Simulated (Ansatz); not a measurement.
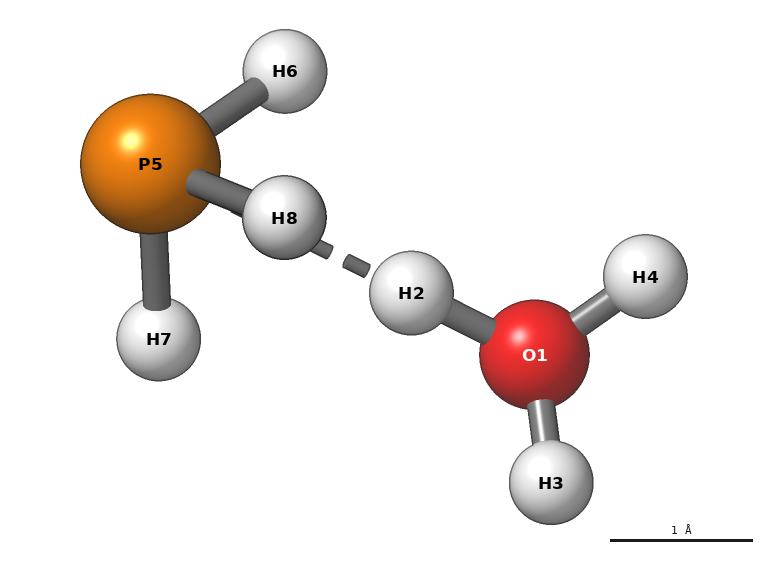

Two molecules or ions; the broken line marks their closest contact (measured against van der Waals radii). State: charge +1, singlet. Geometry: a pair of rigid molecules at a changed separation. Program: Ansatz 0.2.0.

> Which two species are they?

H3O and PH3 (`P.[OH3+]`).

> How long is the contact?

H2···P5 is 2.15 Å.

Give the counterpoise-corrected interaction energy (kcal/mol, monomers kept as in the pair) with RHF-CCSD(T) (frozen core)/def2-TZVPPD; PBE0-D4/def2-TZVPPD; r2SCAN-D4/def2-TZVPPD; PBE-D4/def2-TZVPPD; ωB97M-V/def2-TZVPPD.

| level | interaction energy (kcal/mol) |
| --- | --- |
| RHF-CCSD(T) (frozen core)/def2-TZVPPD | −10.7 |
| PBE0-D4/def2-TZVPPD | −13.7 |
| r2SCAN-D4/def2-TZVPPD | −13.7 |
| PBE-D4/def2-TZVPPD | −15.2 |
| ωB97M-V/def2-TZVPPD | −12.5 |
